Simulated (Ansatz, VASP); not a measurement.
# LiTlF2: VASP beside Ansatz, part 2 of 2

Aim: how closely do two programs agree when they are given the same cell, functional and k mesh? The cell is invented: other elements were put on sites of a known structure type. It may not be a known or stable phase. The cell comes out of the VASP series on this material, whose earlier steps may have relaxed, scaled or displaced it; both programs get it as it stands.

VASP 6.6.1 and Ansatz 0.2.0.

So far. Step 3 (VASP: band structure, PBE): The run ends at a pressure of 0.02 GPa, with forces up to 0.0011 eV/Å.

## Step 5: VASP: single point, PBE

Level of this step: PBE; plane waves and PAW (Li_sv, Tl_d, F); invented cell (VASP).

With cell and atoms fixed, the geometry can't cause a difference; cores, projectors, grids and the points listed under the comparison can.

File INCAR:

```
SYSTEM = LiTlF2
PREC = Accurate
ENCUT = 650
EDIFF = 1E-06
NELM = 100
ISMEAR = -5
SIGMA = 0.05
LREAL = .FALSE.
ALGO = Normal
GGA = PE
NBANDS = 29
LORBIT = 11
LWAVE = .FALSE.
LCHARG = .FALSE.
KPAR = 2
NEDOS = 2001
```

File POSCAR:

```
LiTlF2
1.0
    1.6648498459      0.9612015033      6.0852503773
   -1.6648498459      0.9612015033      6.0852503773
    0.0000000000     -1.9224030168      6.0852503773
Li Tl F
1 1 2
Direct
    0.0000000000      0.0000000000      0.0000000000
    0.5000000000      0.5000000000      0.5000000000
    0.2743629591      0.2743629591      0.2743629591
    0.7256370409      0.7256370409      0.7256370409
```

File KPOINTS:

```
Automatic mesh
0
Gamma
12 12 12
0 0 0
```

PAW data sets: Li_sv, Tl_d and F (PBE family, release 64).

On the command line:

```bash
$ mpirun -np 2 vasp_std
```

Numbers of over 12 decimals in the logs are rounded to 6 here.

Output:

```text
[... set-up lines as in an earlier step ...]
 entering main loop
       N       E                     dE             d eps       ncg     rms          rms(c)
DAV:   1     0.206477169757E+03    0.20648E+03   -0.17164E+04 10962   0.120E+03
DAV:   2    -0.848057044492E+01   -0.21496E+03   -0.20550E+03 12767   0.300E+02
DAV:   3    -0.185975294761E+02   -0.10117E+02   -0.10023E+02 14127   0.578E+01
DAV:   4    -0.189766836400E+02   -0.37915E+00   -0.37860E+00 15156   0.902E+00
[...]
DAV:  12    -0.164780556628E+02   -0.27924E-04   -0.75644E-05 12495   0.401E-02    0.110E-02
DAV:  13    -0.164780507369E+02    0.49258E-05   -0.24542E-05 13413   0.243E-02    0.359E-03
DAV:  14    -0.164780508844E+02   -0.14743E-06   -0.18811E-06 10933   0.716E-03
   1 F= -.16478051E+02 E0= -.16478051E+02  d E =0.000000E+00
```

From OUTCAR (step 5):

```text
  Total        0.0070971      0.0070971      0.0037077      0.0000000     -0.0000000      0.0000000
  in kB        0.1946145      0.1946145      0.1016720      0.0000000     -0.0000000      0.0000000
  external PRESSURE =       0.1636337 kB  Pullay stress =       0.0000000 kB

 POSITION                                       TOTAL-FORCE (eV/Angst)
 -----------------------------------------------------------------------------------
      0.00000      0.00000      0.00000         0.000000     -0.000000      0.000000
      0.00000     -0.00000      9.12788         0.000000     -0.000000      0.000000
      0.00000     -0.00000      5.00870         0.000000     -0.000000      0.001186
      0.00000     -0.00000     13.24705         0.000000      0.000000     -0.001186
 -----------------------------------------------------------------------------------
    total drift:                               -0.000000     -0.000000      0.000000

  FREE ENERGIE OF THE ION-ELECTRON SYSTEM (eV)
  ---------------------------------------------------
  free  energy   TOTEN  =       -16.4780508844 eV

  energy  without entropy=      -16.4780508844  energy(sigma->0) =      -16.47805088

[... 1 part as in an earlier step ...]

[... 2 further parts left out ...]
[key lines of the parts left out:]
E-fermi :   1.7958
```

The run ends at a pressure of 0.02 GPa, with forces up to 0.0012 eV/Å.

## Step 6: Ansatz: single point, PBE

The same cell, functional, mesh and smearing now go to Ansatz, which takes its cutoff from its data sets.

The cell comes out of the VASP series on this material, whose earlier steps may have relaxed, scaled or displaced it; both programs get it as it stands.

File input.yaml:

```yaml
crystal:
  lattice:
    - [1.6648498459, 0.9612015033, 6.0852503773]
    - [-1.6648498459, 0.9612015033, 6.0852503773]
    - [0.0, -1.9224030168, 6.0852503773]
  atoms:
    - { symbol: Li, position: [0.0, 0.0, 0.0] }
    - { symbol: Tl, position: [0.5, 0.5, 0.5] }
    - { symbol: F, position: [0.2743629591, 0.2743629591, 0.2743629591] }
    - { symbol: F, position: [0.7256370409, 0.7256370409, 0.7256370409] }
hamiltonian:
  xc: pbe
  pseudopotentials: { kind: paw }
kpoints:
  mp_grid: { grid: [12, 12, 12] }
scf:
  occupations: { method: tetrahedron }
output:
  forces: true
  stress: true
  write_density: true
  write_potential: true
  elf: true
  volumetric_format: npy
```

On the command line:

```bash
$ ansatz run input.yaml --threads 2 --pin off --max-ram 4608MiB --backend cpu --events-out ev --progress --plain --runs-dir out
```

Output:

```text
Warning: output.forces, output.stress, relax.cell or npt_langevin: where a Kohn–Sham band that disperses or a degenerate level is filled in part under the method tetrahedron, the forces or the stress that this run publishes need not agree with its energy (scf.occupations.method in the input reference, under Limitations); prefer a smearing scheme for the forces or the stress
[...]
--- Band table (eV; the first three rows and the last of 189) ---
  k-point 0: bands = [... 11 lower, 2.9393, 3.0091, 3.0544, 3.0544, 9.1230, 13.1606, 16.9921, 16.9921]
  k-point 1: bands = [... 11 lower, 2.9034, 2.9731, 3.0573, 3.3447, 9.2770, 13.2798, 15.8685, 16.7131]
  k-point 2: bands = [... 11 lower, 2.8233, 3.0097, 3.0455, 3.6360, 9.7000, 13.5325, 13.7112, 15.9844]
  k-point 188: bands = [... 11 lower, 2.8673, 3.1255, 3.1255, 4.1703, 8.3202, 14.1269, 16.2122, 17.3100]
[key lines of the parts left out:]
SCF converged after 6 iterations
Free energy (F): -13268.684275 eV
Fermi energy:    4.661194 eV
P = ⅓ Tr σ = 0.4002 GPa (4.002 kbar)
```

Elapsed: 5.1 s, on 2 threads of Arm Neoverse V2, shared host; peak memory 0.6 GiB.

The run ends at a pressure of 0.40 GPa, with forces up to 0.0012 eV/Å.

## Step 7: Side by side

Compared:

```csv
quantity,Ansatz,VASP,difference
pressure (GPa),0.40,0.02,+0.38
gap on the k mesh (eV),1.778,1.781,-0.003
```

At this near-relaxed geometry the largest component of a force difference is 2 meV/Å. Ansatz's pressure holds a Pulay correction of 0.42 GPa; VASP's holds none.

## Step 8: Ansatz: band structure, PBE, spin-orbit coupling

The same path points are solved in both programs, so levels can be compared one by one.

The cell comes out of the VASP series on this material, whose earlier steps may have relaxed, scaled or displaced it; both programs get it as it stands.

File input.yaml:

```yaml
crystal:
  lattice:
    - [1.6648498459, 0.9612015033, 6.0852503773]
    - [-1.6648498459, 0.9612015033, 6.0852503773]
    - [0.0, -1.9224030168, 6.0852503773]
  atoms:
    - { symbol: Li, position: [0.0, 0.0, 0.0] }
    - { symbol: Tl, position: [0.5, 0.5, 0.5] }
    - { symbol: F, position: [0.2743629591, 0.2743629591, 0.2743629591] }
    - { symbol: F, position: [0.7256370409, 0.7256370409, 0.7256370409] }
hamiltonian:
  xc: pbe
  pseudopotentials: { kind: paw_fr }
magnetization:
  noncollinear: true
  spin_orbit: true
kpoints:
  mp_grid: { grid: [6, 6, 6] }
  band_path:
    path:
      - [0.0, 0.0, 0.0]
      - [0.13333, 0.0, 0.0]
      - [0.3, 0.0, 0.0]
      - [0.46667, 0.0, 0.0]
      - [0.5, 0.03666, -0.03666]
      - [0.5, 0.09776, -0.09776]
      - [0.5, 0.13442, -0.13442]
      - [0.5, 0.15886, -0.15886]
      - [0.77447, 0.5, 0.22553]
      - [0.66891, 0.5, 0.33109]
      - [0.56334, 0.5, 0.43666]
      - [0.46667, 0.46667, 0.46667]
      - [0.3, 0.3, 0.3]
      - [0.13333, 0.13333, 0.13333]
      - [0.0, 0.0, 0.0]
      - [0.11388, 0.0, -0.11388]
      - [0.20499, 0.0, -0.20499]
      - [0.31887, 0.0, -0.31887]
      - [0.62668, 0.37332, 0.0]
      - [0.5739, 0.4261, 0.0]
      - [0.52111, 0.47889, 0.0]
      - [0.5, 0.5, 0.0]
      - [0.52111, 0.52111, 0.02444]
      - [0.5739, 0.5739, 0.08554]
      - [0.62668, 0.62668, 0.14664]
      - [0.64779, 0.64779, 0.20441]
      - [0.59501, 0.59501, 0.30998]
      - [0.54223, 0.54223, 0.41555]
      - [0.5, 0.0, 0.0]
      - [0.60557, 0.11388, 0.11388]
      - [0.71113, 0.22777, 0.22777]
      - [0.8167, 0.34165, 0.34165]
    npoints: 1
scf:
  occupations: { method: fermi_dirac, width: 0.05 }
  n_extra_bands: 16
output:
  forces: true
  stress: true
  eigenvalues: true
```

Output:

```text
[...]
non-collinear run that drives no moment, with spin-orbit: no starting moment large enough to seed its density (crystal.atoms[].spin), no starting occupations that ask for one, no magnetisation constraint and no magnetic field, so the semilocal B_xc is pinned to zero
Crystal: 4 atoms, lattice volume = 58.428 Å³
[...]
k-point 1: bands = [... 26 lower, 3.0262, 3.0262, 3.6198, 3.6198, 9.5001, 9.5001, 13.2649, 13.2649, ... 12 higher]
  k-point 2: bands = [... 26 lower, 2.9454, 2.9454, 4.1230, 4.1230, 8.8023, 8.8023, 11.0650, 11.0650, ... 12 higher]
  k-point 31: bands = [... 26 lower, 3.1193, 3.1193, 4.1540, 4.1540, 8.1856, 8.1856, 14.1253, 14.1253, ... 12 higher]
[key lines of the parts left out:]
SCF converged after 9 iterations
Magnetization: |M| = 0.0000 μB,  M = (+0.0000, +0.0000, +0.0000) μB
Free energy (F): -13304.356915 eV
Fermi energy:    5.487042 eV
P = ⅓ Tr σ = 0.1637 GPa (1.637 kbar)
```

The job ended after 12 s (2 threads; peak memory 0.64 GiB).

## Step 9: VASP: band structure, PBE, spin-orbit coupling

The same cell, functional, mesh and smearing now go to VASP, with its own data sets and cutoff.

File INCAR:

```
SYSTEM = LiTlF2
PREC = Accurate
ENCUT = 650
EDIFF = 1E-06
NELM = 100
ISMEAR = -1
SIGMA = 0.05
LREAL = .FALSE.
ALGO = Normal
GGA = PE
LNONCOLLINEAR = .TRUE.
MAGMOM = 0 0 0 0 0 0 0 0 0 0 0 0
NBANDS = 42
GGA_COMPAT = .FALSE.
LASPH = .TRUE.
LSORBIT = .TRUE.
LORBIT = 11
LWAVE = .FALSE.
LCHARG = .FALSE.
KPAR = 2
```

POSCAR is that of step 5.

File KPOINTS:

```
Automatic mesh
0
Gamma
6 6 6
0 0 0
```

File KPOINTS_OPT:

```
Line mode
16
Line-mode
Reciprocal
  0.00000000   0.00000000   0.00000000 GAMMA
  0.50000000   0.00000000   0.00000000 L

  0.50000000   0.00000000   0.00000000 L
  0.50000000   0.18330005  -0.18330005 B1

  0.81669995   0.50000000   0.18330005 B
  0.50000000   0.50000000   0.50000000 Z

  0.50000000   0.50000000   0.50000000 Z
  0.00000000   0.00000000   0.00000000 GAMMA

  0.00000000   0.00000000   0.00000000 GAMMA
  0.34165003   0.00000000  -0.34165003 X

  0.65834997   0.34165003   0.00000000 Q
  0.50000000   0.50000000   0.00000000 F

  0.50000000   0.50000000   0.00000000 F
  0.65834997   0.65834997   0.18330005 P1

  0.65834997   0.65834997   0.18330005 P1
  0.50000000   0.50000000   0.50000000 Z

  0.50000000   0.00000000   0.00000000 L
  0.81669995   0.34165003   0.34165003 P
```

On the command line:

```bash
$ mpirun -np 2 vasp_ncl
```

Output:

```text
[... set-up lines as in an earlier step ...]
 entering main loop
       N       E                     dE             d eps       ncg     rms          rms(c)
DAV:   1     0.242181399301E+03    0.24218E+03   -0.17876E+04  2688   0.169E+03
DAV:   2    -0.164376968596E+01   -0.24383E+03   -0.23343E+03  3104   0.396E+02
DAV:   3    -0.175779033901E+02   -0.15934E+02   -0.15817E+02  3208   0.924E+01
DAV:   4    -0.191362209920E+02   -0.15583E+01   -0.15522E+01  4698   0.153E+01
[...]
DAV:  13    -0.166662046722E+02    0.11186E-05   -0.12310E-04  3108   0.755E-02    0.857E-03
DAV:  14    -0.166662034148E+02    0.12574E-05   -0.14042E-05  3056   0.281E-02    0.385E-03
DAV:  15    -0.166662037911E+02   -0.37629E-06   -0.25451E-06  2726   0.866E-03
   1 F= -.16666204E+02 E0= -.16666204E+02  d E =-.421022E-08  mag=     0.0000     0.0000    -0.0000
 Start KPOINTS_OPT (optional k-point list driver)
k-point batch [1-32\144]
       N       E                     dE             ncg
DAV:   1     0.319588787091E+03   -0.28460E+05     2688
DAV:   2    -0.722741426214E+04   -0.75470E+04     3078
DAV:   3    -0.770776490438E+04   -0.48035E+03     3186
DAV:   4    -0.775941200421E+04   -0.51647E+02     4720
DAV:   5    -0.776013489491E+04   -0.72289E+00     3200
DAV:   6    -0.776014820714E+04   -0.13312E-01     3798
DAV:   7    -0.776014840167E+04   -0.19453E-03     3248
DAV:   8    -0.776014840872E+04   -0.70454E-05     2602
DAV:   9    -0.776014840899E+04   -0.27546E-06     2224
[...]
k-point batch [129-144\144]
       N       E                     dE             ncg
DAV:   1     0.101405094936E+05   -0.19567E+05     1344
DAV:   2     0.646823085865E+04   -0.36723E+04     1568
DAV:   3     0.623436670007E+04   -0.23386E+03     1586
DAV:   4     0.620874771020E+04   -0.25619E+02     2400
DAV:   5     0.620841349634E+04   -0.33421E+00     1680
DAV:   6     0.620840761604E+04   -0.58803E-02     1782
DAV:   7     0.620840744801E+04   -0.16803E-03     1656
DAV:   8     0.620840744172E+04   -0.62923E-05     1206
DAV:   9     0.620840744139E+04   -0.32763E-06     1152
```

From OUTCAR (step 9):

```text
  Total       -0.0888985     -0.0888985     -0.0206399     -0.0000000      0.0000000      0.0000000
  in kB       -2.4377299     -2.4377299     -0.5659777     -0.0000000      0.0000000      0.0000000
  external PRESSURE =      -1.8138125 kB  Pullay stress =       0.0000000 kB

 POSITION                                       TOTAL-FORCE (eV/Angst)
 -----------------------------------------------------------------------------------
      0.00000      0.00000      0.00000        -0.000000      0.000000      0.000000
      0.00000     -0.00000      9.12788         0.000000     -0.000000      0.000000
      0.00000     -0.00000      5.00870        -0.000000     -0.000000      0.003257
      0.00000     -0.00000     13.24705        -0.000000      0.000000     -0.003257
 -----------------------------------------------------------------------------------
    total drift:                               -0.000000     -0.000000      0.000000

  FREE ENERGIE OF THE ION-ELECTRON SYSTEM (eV)
  ---------------------------------------------------
  free  energy   TOTEN  =       -16.6662037911 eV

  energy  without entropy=      -16.6662037869  energy(sigma->0) =      -16.66620379

 magnetization (x)
# of ion       s       p       d       tot
------------------------------------------
    1       -0.000   0.000   0.000  -0.000
    2        0.000  -0.000  -0.000  -0.000
    3        0.000   0.000   0.000   0.000
    4        0.000   0.000   0.000   0.000
--------------------------------------------------
tot         -0.000   0.000  -0.000   0.000

 magnetization (y)
# of ion       s       p       d       tot
------------------------------------------
    1        0.000   0.000   0.000   0.000
    2        0.000   0.000   0.000   0.000
    3        0.000   0.000   0.000   0.000
    4        0.000   0.000   0.000   0.000
--------------------------------------------------
tot          0.000   0.000   0.000   0.000

 magnetization (z)
# of ion       s       p       d       tot
------------------------------------------
    1        0.000   0.000   0.000   0.000
    2        0.000   0.000   0.000   0.000
    3        0.000   0.000   0.000   0.000
    4        0.000   0.000   0.000   0.000
--------------------------------------------------
tot          0.000   0.000   0.000   0.000

[... 1 part as in an earlier step ...]

[... 2 further parts left out ...]
[key lines of the parts left out:]
E-fermi :   2.6113
```

The run ends at a pressure of -0.18 GPa, with forces up to 0.0033 eV/Å.

## Step 10: Side by side

What differs besides the data sets and the points named for the pairs above, as far as they apply: spin-orbit coupling enters by fully relativistic files in Ansatz and inside the spheres in VASP. Total energies have different zeros and are not compared.

Compared:

```csv
quantity,Ansatz,VASP,difference
pressure (GPa),0.16,-0.18,+0.35
gap over the path points (eV),1.605,1.662,-0.057
```

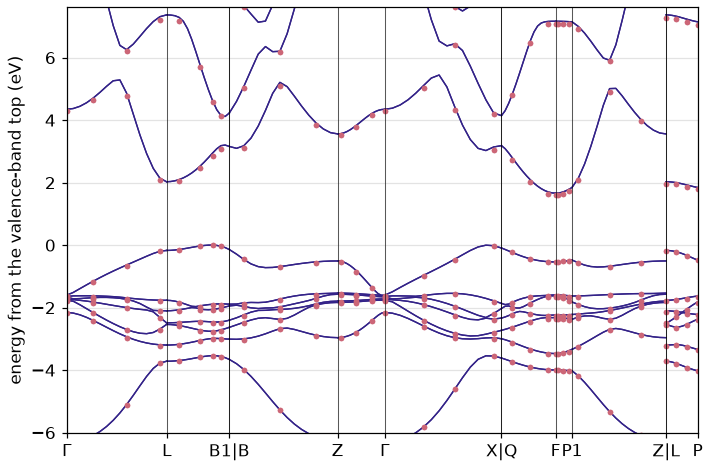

Bands from VASP (lines) and levels from Ansatz (dots). Dots without a line are higher empty bands that the VASP plot leaves out.

Levels at points of the path, from each program's valence-band top (eV; 8 filled, then empty):

```csv
k (reciprocal lattice),Ansatz,VASP
0.000 0.000 0.000,-1.75 -1.75 -1.68 -1.68 -1.67 -1.67 -1.63 -1.63 4.29 4.29 8.47 8.47 10.96 10.96,-1.72 -1.72 -1.66 -1.66 -1.65 -1.65 -1.60 -1.60 4.35 4.35 8.49 8.49 11.17 11.17
0.133 0.000 0.000,-1.85 -1.85 -1.71 -1.71 -1.65 -1.65 -1.18 -1.18 4.64 4.64 8.76 8.76 9.40 9.40,-1.82 -1.82 -1.68 -1.68 -1.62 -1.62 -1.16 -1.16 4.71 4.71 8.78 8.78 9.53 9.53
0.300 0.000 0.000,-2.03 -2.03 -1.76 -1.76 -1.72 -1.72 -0.66 -0.66 4.77 4.77 6.23 6.23 9.70 9.70,-2.00 -2.00 -1.74 -1.74 -1.69 -1.69 -0.64 -0.64 4.87 4.87 6.25 6.25 9.75 9.75
0.467 0.000 0.000,-2.34 -2.34 -2.12 -2.12 -1.79 -1.79 -0.20 -0.20 2.08 2.08 7.21 7.21 9.08 9.08,-2.31 -2.31 -2.10 -2.10 -1.76 -1.76 -0.20 -0.20 2.14 2.14 7.31 7.31 9.13 9.13
0.500 0.037 -0.037,-2.49 -2.49 -2.10 -2.10 -1.85 -1.85 -0.14 -0.14 2.04 2.04 7.18 7.18 8.47 8.47,-2.48 -2.48 -2.07 -2.07 -1.83 -1.83 -0.14 -0.14 2.10 2.10 7.29 7.29 8.49 8.49
0.500 0.098 -0.098,-2.46 -2.46 -2.07 -2.07 -1.97 -1.97 -0.03 -0.03 2.46 2.46 5.71 5.71 7.91 7.91,-2.44 -2.44 -2.04 -2.04 -1.95 -1.95 -0.03 -0.03 2.52 2.52 5.77 5.77 7.96 7.96
0.500 0.134 -0.134,-2.48 -2.48 -2.08 -2.08 -1.92 -1.92 0.00 0.00 2.86 2.86 4.59 4.59 7.99 7.99,-2.46 -2.46 -2.06 -2.06 -1.89 -1.89 0.00 0.00 2.94 2.94 4.62 4.62 8.05 8.05
0.500 0.159 -0.159,-2.48 -2.48 -2.04 -2.04 -1.91 -1.91 -0.03 -0.03 3.08 3.08 4.14 4.14 8.01 8.01,-2.46 -2.46 -2.01 -2.01 -1.88 -1.88 -0.04 -0.04 3.18 3.18 4.15 4.15 8.07 8.07
0.774 0.500 0.226,-2.26 -2.26 -1.99 -1.99 -1.87 -1.87 -0.46 -0.46 3.10 3.10 5.04 5.04 7.62 7.62,-2.23 -2.23 -1.96 -1.96 -1.85 -1.85 -0.46 -0.46 3.18 3.18 5.08 5.08 7.67 7.67
0.669 0.500 0.331,-2.08 -2.08 -2.00 -2.00 -1.75 -1.75 -0.70 -0.70 5.09 5.09 6.19 6.19 8.30 8.30,-2.06 -2.06 -1.98 -1.98 -1.73 -1.73 -0.69 -0.69 5.21 5.21 6.20 6.20 8.35 8.35
```

Among the levels compared (up to four filled and three empty ones at each point), filled levels agree within 28 meV and empty ones within 214 meV. Ansatz's pressure holds a Pulay correction of 0.42 GPa; VASP's holds none.

## Step 11: Results

```
difference in gap over the path points (band structure, PBE)                      : -0.0041 eV
difference in gap on the k mesh (single point, PBE)                               : -0.0031 eV
difference in gap over the path points (band structure, PBE, spin-orbit coupling) : -0.057 eV
```

In words: The difference in gap over the path points is -0.057 eV (band structure, PBE, spin-orbit coupling), within the 0.08 eV picked in this series as the mark of a large difference. Differences of this kind measure data sets and numerical settings, not the functional's error against experiment.

[Lines on the potential files, build, host, timing and source positions are cut from VASP's logs without a mark.]

[Logs are printed without paths, hosts, clocks, repeated set-up lines and the standing remarks that a program may print on its own settings, such as how far it seeks lower states.]

[Hosts, paths, dates, database ids (printed as entryN), source tags and the programs' standing remarks are cut or masked in the printed files.]
